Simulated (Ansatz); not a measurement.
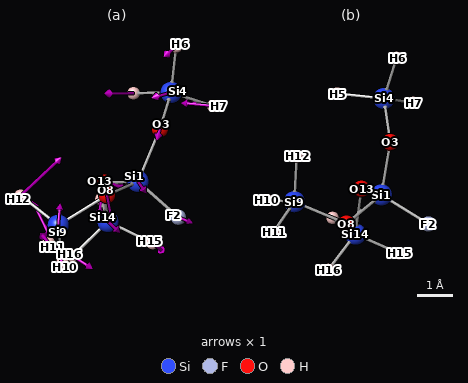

The structure of Si4H9O3F before (left) and after (right) a relaxation, at one scale. The purple arrows give the displacements, at their true length.

Style: ball-and-stick. Shown from a free direction.

The run prepares the start of a later molecular dynamics calculation, from a guessed geometry.

Computed with RKS PBE0-D4/STO-3G (Ansatz).

Input
```yaml
crystal:
  periodic: [false, false, false]
  atoms:
    - { symbol: Si, position_ang: [0.0, 0.0, 0.0] }
    - { symbol: F, position_ang: [0.0, 0.0, 1.59] }
    - { symbol: O, position_ang: [1.5842, 0.0, -0.5594] }
    - { symbol: Si, position_ang: [2.4906, -1.3762, -0.8866] }
    - { symbol: H, position_ang: [1.6598, -2.3521, -1.5857] }
    - { symbol: H, position_ang: [3.6318, -1.0202, -1.7249] }
    - { symbol: H, position_ang: [2.9691, -1.9538, 0.366] }
    - { symbol: O, position_ang: [-0.7913, 1.3709, -0.5594] }
    - { symbol: Si, position_ang: [-2.4002, 1.4263, -1.0396] }
    - { symbol: H, position_ang: [-3.2124, 0.6421, -0.1138] }
    - { symbol: H, position_ang: [-2.862, 2.8114, -1.0378] }
    - { symbol: H, position_ang: [-2.5267, 0.8736, -2.385] }
    - { symbol: O, position_ang: [-0.7913, -1.3709, -0.5594] }
    - { symbol: Si, position_ang: [-1.673, -2.4329, 0.3983] }
    - { symbol: H, position_ang: [-1.2634, -2.287, 1.792] }
    - { symbol: H, position_ang: [-3.0964, -2.1323, 0.2761] }
    - { symbol: H, position_ang: [-1.4264, -3.8036, -0.0398] }
basis:
  gaussian: { orbitals: STO-3G }
hamiltonian:
  xc: pbe0
  dispersion: d4
relax:
  f_tol: 0.02
  max_steps: 40
```

Command:
```bash
ansatz run input.yaml --threads 1 --pin off --max-ram 2048MiB --backend cpu --events-out ev --progress --plain --runs-dir out
```

Q: What changed between the two?

A: The relaxation stopped without meeting its thresholds, so the last structure isn't shown to be converged. It used up its limit of 40 steps. The atom that moves furthest after the best rigid fit is H10 (2.09 Å). Largest moves by element: H 2.09 Å, O 0.99 Å, Si 0.73 Å, F 0.51 Å. Near-neighbour distances that change, for instance: Si1–F2 1.590 → 1.623 Å, O3–Si4 1.680 → 1.695 Å, Si14–H17 1.460 → 1.445 Å, O13–Si14 1.680 → 1.693 Å. Bond angles that change, for instance: Si1–O3–Si4 125.0° → 118.0°, Si1–O8–Si9 125.0° → 119.1°, F2–Si1–O8 109.5° → 104.7°. Groups turn about Si1–O8 by about 85°, O13–Si14 by about 45°, Si1–O13 by about 40°. The energy falls by 0.306 eV in 36 accepted moves (39 points after the start). The largest force component goes from 2.1 to 0.068 eV/Å. The line search rejected the trial steps at points 33, 34, 37 of the run. The forces were under the threshold at step 35, but the run went on from there. Cost: 4.8 min on 1 thread of Intel(R) Xeon(R) Platinum 8259CL CPU @ 2.50GHz (Skylake/Cascade Lake), on a shared host, peak memory 0.22 GiB.

Limits of the set-up: STO-3G is a minimal basis, so the numbers are rough.
